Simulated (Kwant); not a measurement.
Device: GaAs/Al0.3Ga0.7As stack with 2 barriers. One parabolic valley. Leads of mass 0.067 mₑ with the band edge at 0; grid 0.1 nm; bias 0 V, dropping linearly over the stack.

```
layer  thickness (nm)  band offset (eV)  mass (mₑ)
-----  --------------  ----------------  ---------
1                 2.8              0.24      0.092
2                 6.9                 0      0.067
3                 2.8              0.24      0.092
```

The device is made up for the run: typed textbook-type constants, with dimensions and the other settings drawn at random.

Kwant, one-band effective-mass tight-binding model in one dimension, coherent, no space charge.

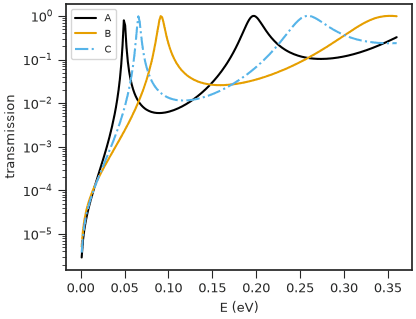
Figure: Transmission of 3 runs

| E (eV) | A | B | C |
|---|---|---|---|
| 0.001200 | 2.9e-6 | 5.2e-6 | 3.8e-6 |
| 0.02222 | 0.00031 | 0.00023 | 0.00025 |
| 0.04324 | 0.020 | 0.0013 | 0.0029 |
| 0.06425 | 0.013 | 0.0089 | 0.54 |
| 0.08527 | 0.0060 | 0.25 | 0.023 |
| 0.1063 | 0.0069 | 0.11 | 0.012 |
| 0.1273 | 0.012 | 0.036 | 0.012 |
| 0.1483 | 0.027 | 0.027 | 0.016 |
| 0.1693 | 0.099 | 0.026 | 0.025 |
| 0.1904 | 0.72 | 0.031 | 0.047 |
| 0.2114 | 0.45 | 0.041 | 0.11 |
| 0.2324 | 0.17 | 0.059 | 0.33 |
| 0.2534 | 0.11 | 0.095 | 0.94 |
| 0.2744 | 0.10 | 0.16 | 0.73 |
| 0.2954 | 0.11 | 0.31 | 0.40 |
| 0.3165 | 0.14 | 0.58 | 0.28 |
| 0.3375 | 0.20 | 0.91 | 0.24 |
| 0.3600 | 0.32 | 0.98 | 0.24 |

Q: Column A is the base. The others each differ by one change: width of the first well 6.9 → 4.1 nm; width of the first well 6.9 → 5.5 nm. Which is which?

A: B: width of the first well 6.9 → 4.1 nm; C: width of the first well 6.9 → 5.5 nm.
